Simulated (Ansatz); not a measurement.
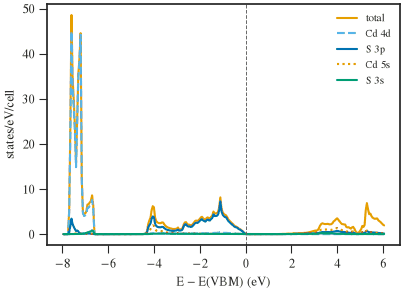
Figure. Total and projected density of states of CdS (wurtzite, space group No. 186), the program Ansatz at the PBEsol level (PAW)

Question: Which orbitals carry the states next to the gap?

Answer: Top 1 eV of the valence band: S 3p 89 %, Cd 4d 7 %. Bottom 1 eV of the conduction band: Cd 5s 55 %, S 3s 22 %, S 3p 20 %. Projections are on Löwdin-orthogonalised atomic valence shells; empty p or d shells of many metals are not among them.

Question: Where is the tallest occupied peak in this window, and what makes it?

Answer: Near -7.6 eV, about 49 states/eV per cell; the largest projected share is Cd 4d.

Space group P6_3mc (wurtzite). The PBEsol relaxation kept the symmetry of its start. Spin–orbit coupling is left out wherever it is not named.

Potentials: the earlier of the program's two PAW sets. The files were generated under PBE; for other functionals the program regenerates the frozen cores, and for LDA and PBEsol the local potential too.
